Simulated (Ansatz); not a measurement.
**Two runs on C$_{3}$H$_{9}$BO**

System: C$_{3}$H$_{9}$BO, SMILES CBCCO.
Method of run A: RKS wB97M-V/def2-SVP (Ansatz 0.2.0).

The geometry comes from this level: PBE0-D4/def2-TZVP. Text and figures count atoms from 1; the logs count them from 0 in places.

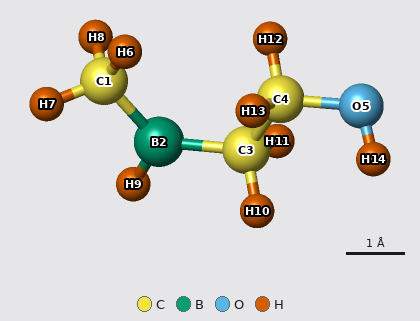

The structure (ball-and-stick view, seen at a tilt; atoms are numbered from 1 in the order of the input). Bond lengths as drawn: B–C 1.56 Å, B–H 1.20 Å, C–C 1.51 Å, C–H 1.09 to 1.10 Å, C–O 1.41 Å and H–O 0.96 Å.

The input, run A:
```yaml
crystal:
  periodic: [false, false, false]
  atoms:
    - {symbol: C, position_ang: [-1.670838, -0.896901, 0.622875]}
    - {symbol: B, position_ang: [-0.124870, -1.075267, 0.688084]}
    - {symbol: C, position_ang: [0.923244, -0.141116, 0.001395]}
    - {symbol: C, position_ang: [0.425170, 1.099732, -0.709075]}
    - {symbol: O, position_ang: [1.438226, 1.799235, -1.405132]}
    - {symbol: H, position_ang: [-2.030840, 0.075174, 0.281663]}
    - {symbol: H, position_ang: [-2.161729, -1.159261, 1.564308]}
    - {symbol: H, position_ang: [-2.031051, -1.648227, -0.097595]}
    - {symbol: H, position_ang: [0.307239, -2.035948, 1.270226]}
    - {symbol: H, position_ang: [1.672124, 0.126058, 0.764493]}
    - {symbol: H, position_ang: [1.491527, -0.767089, -0.704550]}
    - {symbol: H, position_ang: [-0.313386, 0.830947, -1.468569]}
    - {symbol: H, position_ang: [-0.081738, 1.764734, 0.005197]}
    - {symbol: H, position_ang: [2.143925, 1.998629, -0.784619]}
basis:
  gaussian: {orbitals: def2-SVP}
hamiltonian: {xc: {name: wB97M-V}}
output: {orbitals: {seedname: orbitals}}
```

Hardware: 4 threads of Oxide Virtual Turin-like, 27 GiB of memory available, shared host.

Output (run A):
```
Functional definition: wB97M-V
  parameter omega = 0.3/bohr
  parameter cx = 0.15
  parameter cx01 = 1.007
  parameter cx10 = 0.259
  parameter css00 = 0.443
  parameter css04 = -1.437
  parameter css10 = -4.535
  parameter css20 = -3.390
  parameter css43 = 4.278
  parameter cos00 = 1.000
  parameter cos10 = 1.358
  parameter cos20 = 2.924
  parameter cos21 = -8.812
  parameter cos60 = -1.390
  parameter cos61 = 9.142
  parameter b = 6.0
  parameter c = 0.01
  gx(w, u) = 1 - cx + cx01*u + cx10*w
  gss(w, u) = css00 + css04*u^4 + css10*w + css20*w^2 + css43*w^4*u^3
  gos(w, u) = cos00 + cos10*w + (cos20 + cos21*u)*w^2 + (cos60 + cos61*u)*w^6
  exchange = spin_sum(e_x_unif_sr(omega)*gx(b97_w, b97_u_x)) + cx*exact_x_sr(omega) + exact_x_lr(omega)
  correlation = spin_sum(e_c_pw_mod_same_spin*gss(b97_w, b97_u_same))
      + integral(e_c_pw_mod_opposite_spin*gos(b97_w_opposite, b97_u_opposite)) + vv10(b, c)
1293 factors; their error is unknown
338 factors; integrals over basis functions are off by at most 1.1e-5 eV
mean field evaluation 1: about -5968.0143 eV, gradient 4.8e1 eV
mean field evaluation 2: about -5970.3561 eV, gradient 3.8e1 eV
mean field evaluation 4: about -5973.1371 eV, gradient 1.8e0 eV
mean field evaluation 8: about -5973.1462 eV, gradient 5.1e-2 eV
mean field evaluation 16: about -5973.1186 eV, gradient 3.9e-5 eV
mean field -5973.11864089 eV, -219.5080613273 hartree, gradient 3.9e-5 eV, S^2 0.000000; 0 other end points of the search recorded, 0 dependent functions left out
reference -5973.11868442 eV, -219.5080629274 hartree; 20, 20 occupied and 95, 95 virtual orbitals, 1293 factors
Total energy: -5973.11868442 eV, -219.5080629274 hartree
```

Run B used a changed input.

The two runs side by side:

```csv
quantity,run A,run B
outcome,converged,converged
total energy (hartree),−219.508063,−219.784055
HOMO (eV),−9.84,−10.13
LUMO (eV),1.34,1.03
basis functions,115,555
wall time (shared host),3.2 s,16 s
```

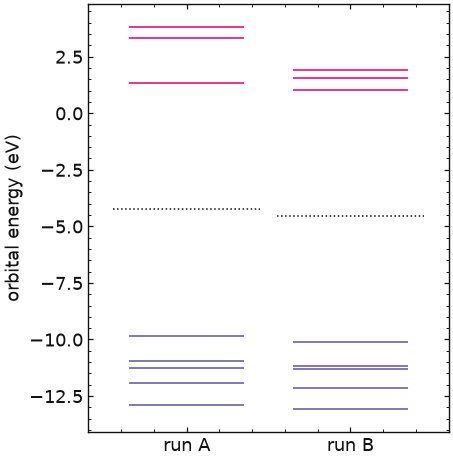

The five highest filled and three lowest empty orbital energies of the two runs; the dotted lines part filled from empty levels. The HOMO–LUMO gap is 11.18 eV in run A and 11.16 eV in run B.

Which change of the input explains these differences?

The change (lines with − go, lines with + come):
```diff
-  gaussian: {orbitals: def2-SVP}
+  gaussian: {orbitals: "def2-QZVPP.json"}
```

The total energy of run B is 173.2 kcal/mol lower, which measures the change of basis and not a stability. The HOMO goes from −9.84 to −10.13 eV. The LUMO goes from 1.34 to 1.03 eV. The basis functions go from 115 to 555. On the same kind of shared host run B took about 5.1 times as long.

Output (run B):
```
Functional definition: wB97M-V
  parameter omega = 0.3/bohr
  parameter cx = 0.15
  parameter cx01 = 1.007
  parameter cx10 = 0.259
  parameter css00 = 0.443
  parameter css04 = -1.437
  parameter css10 = -4.535
  parameter css20 = -3.390
  parameter css43 = 4.278
  parameter cos00 = 1.000
  parameter cos10 = 1.358
  parameter cos20 = 2.924
  parameter cos21 = -8.812
  parameter cos60 = -1.390
  parameter cos61 = 9.142
  parameter b = 6.0
  parameter c = 0.01
  gx(w, u) = 1 - cx + cx01*u + cx10*w
  gss(w, u) = css00 + css04*u^4 + css10*w + css20*w^2 + css43*w^4*u^3
  gos(w, u) = cos00 + cos10*w + (cos20 + cos21*u)*w^2 + (cos60 + cos61*u)*w^6
  exchange = spin_sum(e_x_unif_sr(omega)*gx(b97_w, b97_u_x)) + cx*exact_x_sr(omega) + exact_x_lr(omega)
  correlation = spin_sum(e_c_pw_mod_same_spin*gss(b97_w, b97_u_same))
      + integral(e_c_pw_mod_opposite_spin*gos(b97_w_opposite, b97_u_opposite)) + vv10(b, c)
1466 factors; their error is unknown
452 factors; integrals over basis functions are off by at most 8.5e-6 eV
mean field evaluation 1: about -5972.9056 eV, gradient 6.1e1 eV
mean field evaluation 2: about -5975.8541 eV, gradient 5.1e1 eV
mean field evaluation 4: about -5980.6212 eV, gradient 2.7e0 eV
mean field evaluation 8: about -5980.6372 eV, gradient 1.1e-1 eV
mean field evaluation 16: about -5980.6287 eV, gradient 1.1e-4 eV
mean field -5980.62873212 eV, -219.7840520897 hartree, gradient 2.5e-5 eV, S^2 0.000000; 0 other end points of the search recorded, 0 dependent functions left out
reference -5980.62880024 eV, -219.7840545930 hartree; 20, 20 occupied and 535, 535 virtual orbitals, 1466 factors
Total energy: -5980.62880024 eV, -219.7840545930 hartree
```
